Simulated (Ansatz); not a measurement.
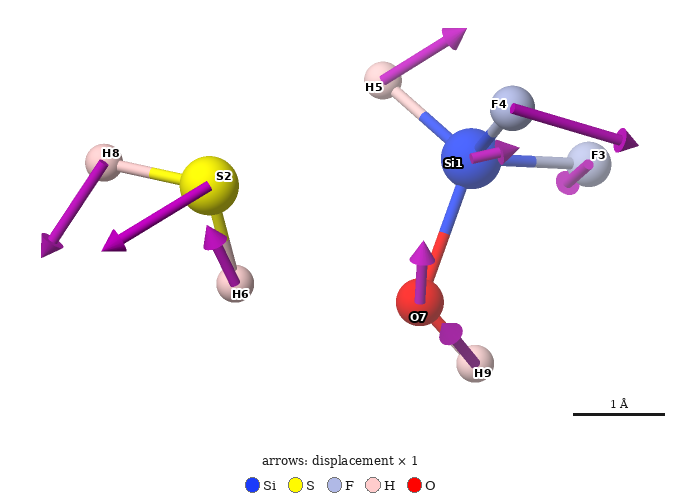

A relaxation of SiH4SOF2. The starting structure is drawn; purple arrows show the displacements, at their true length. The two geometries are superimposed by the best rigid fit.

The picture is a ball-and-stick view, seen at a tilt.

The run prepares an end point of a later path (reaction) calculation, from a guessed geometry.

Method: Ansatz 0.2.0, RHF/def2-mTZVP. (no spin polarisation; force threshold 0.03 eV/Å; at most 50 steps)

Q: What did the optimiser do to the structure, and how much energy did it gain?

A: The largest move after the best rigid fit is that of F4, 1.62 Å. Largest moves by element: F 1.62 Å, S 1.41 Å, H 1.32 Å, O 0.76 Å, Si 0.57 Å. Some distances before and after: Si1–O7 1.694 → 1.609 Å, S2–H6 1.347 → 1.337 Å, Si1–F4 1.561 → 1.568 Å. Bond angles that change, for instance: Si1–O7–H9 115.8° → 121.6°, F3–Si1–O7 106.9° → 110.5°, H5–Si1–O7 111.8° → 109.3°. Groups turn about Si1–O7 by about 45°. The energy falls by 5.32 kcal/mol in 38 accepted moves (45 points after the start). The largest force component goes from 2.3 to 0.029 eV/Å. The line search rejected the trial steps at points 3, 19, 28, 30, 39, 41, 43 of the run. The forces were under the threshold at step 40, but the run went on from there.

Limits of the set-up: the start holds two separate molecules, 2.3 Å apart at their closest, whose relative position is a soft coordinate and is computed without a dispersion correction; Hartree-Fock leaves out electron correlation.
